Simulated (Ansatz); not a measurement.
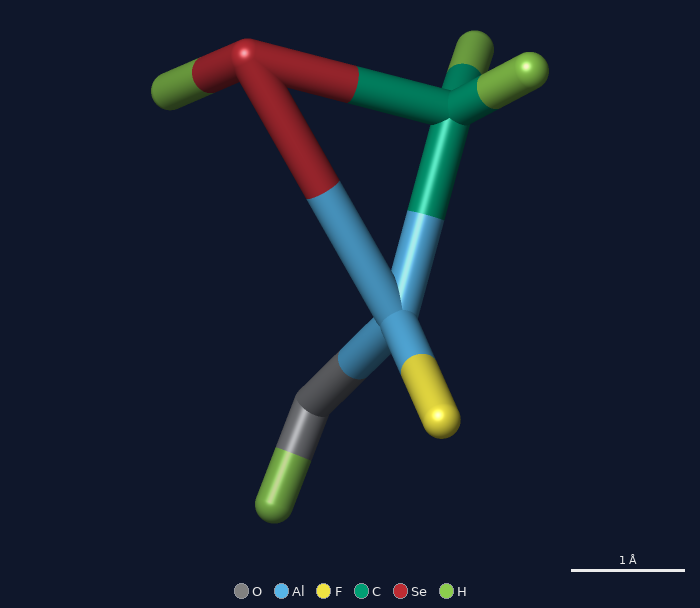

Rendered structure (stick style).

The geometry was computed by an optimisation with PBE0-D4/def2-TZVP.

Describe the molecule.

It has 9 atoms: 1 carbon, 4 hydrogen, 1 aluminium, 1 fluorine, 1 oxygen and 1 selenium (CH₄AlFOSe). This geometry has C1 symmetry. Coordination, clear cases only: 1 O bent; 1 Se trigonal pyramidal.

More results for the same structure follow; atom numbers are the same in all pictures, views and colours differ.

**Shape**

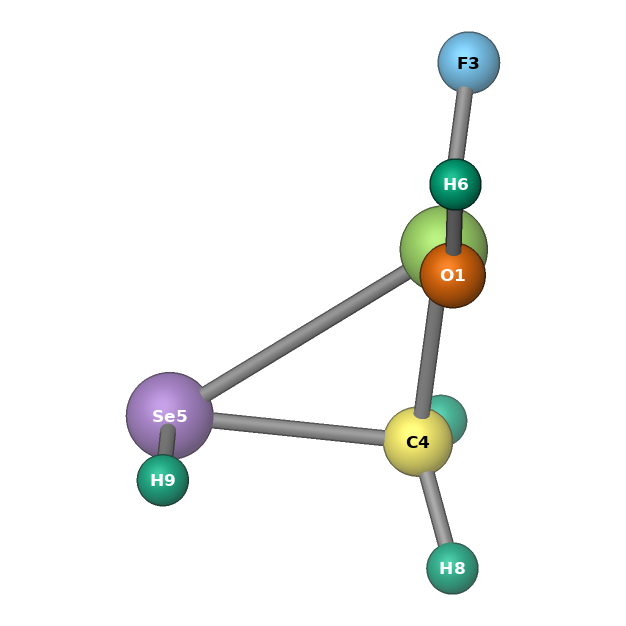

Al2 lies behind O1. The molecule seen nearly along the O1–Al2 bond, O1 in front. Atoms fade into the background with distance from the viewer.

Question: What is the torsion angle H6–O1–Al2–Se5? The sign is positive where the front bond must turn clockwise to cover the back bond.

Answer: −124°, anticlinal.

**Thermal motion**

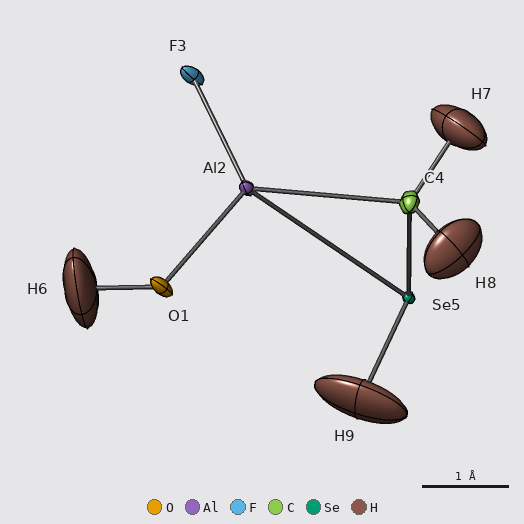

Displacement ellipsoids at the 50 % level, enlarged 1.5 times, from the internal vibrations of the free molecule (harmonic, no overall translation or rotation; no half-axis is drawn under 0.075 Å). Vibrations computed with RKS PBE0-D4/def2-TZVP (Ansatz 0.2.0). Temperature: 0 K (zero-point motion alone).

Give the displacement parameters, one line for each set of equivalent atoms.

```csv
atom,U_eq (Å²),rms amplitudes (Å)
O1,0.0034,"0.037, 0.044, 0.082"
Al2,0.0017,"0.035, 0.036, 0.050"
F3,0.0032,"0.034, 0.041, 0.083"
C4,0.0032,"0.046, 0.055, 0.067"
Se5,0.00048,"0.008, 0.018, 0.032"
H6,0.0315,"0.081, 0.175, 0.240"
H7,0.0198,"0.091, 0.135, 0.181"
H8,0.0196,"0.092, 0.135, 0.180"
H9,0.0312,"0.084, 0.157, 0.249"
```

**Vibrations**

Harmonic vibrations computed with RKS PBE0-D4/def2-TZVP (Ansatz 0.2.0) at a stationary point of the same level.

Question: How many vibrational modes are there, and where do they lie?

Answer: 21 modes: 69, 94, 173, 233, 238, 281, 316, 531, 598, 623, 635, 750, 838, 916, 1018, 1057, 1395, 2437, 3117, 3197, 3969 cm⁻¹.

**Levels of theory compared**

Program: Ansatz 0.2.0.

Compare HOMO–LUMO gap (eV), HOMO energy (eV) at these levels: BLYP-D4/def2-TZVPP; CAM-B3LYP-D4/def2-TZVPP; HSE06 (plane-wave form)-D4/def2-TZVPP; PBE-D4/def2-TZVPP; SPW92 (LDA)/def2-TZVPP; r2SCAN-D4/def2-TZVPP; r2SCAN0-D4/def2-TZVPP; revPBE-D4/def2-TZVPP; ωB97M-V/def2-QZVPP; ωB97M-V/def2-SVP; ωB97M-V/def2-TZVPP; ωB97X-V/def2-TZVPP.

```csv
level,HOMO–LUMO gap (eV),HOMO energy (eV)
BLYP-D4/def2-TZVPP,4.15,−5.67
CAM-B3LYP-D4/def2-TZVPP,8.47,−8.26
HSE06 (plane-wave form)-D4/def2-TZVPP,5.48,−6.59
PBE-D4/def2-TZVPP,4.22,−5.83
SPW92 (LDA)/def2-TZVPP,4.17,−5.98
r2SCAN-D4/def2-TZVPP,4.77,−6.07
r2SCAN0-D4/def2-TZVPP,6.59,−7.14
revPBE-D4/def2-TZVPP,4.27,−5.78
ωB97M-V/def2-QZVPP,9.76,−9.14
ωB97M-V/def2-SVP,10.33,−9.02
ωB97M-V/def2-TZVPP,10.10,−9.12
ωB97X-V/def2-TZVPP,10.51,−9.25
```
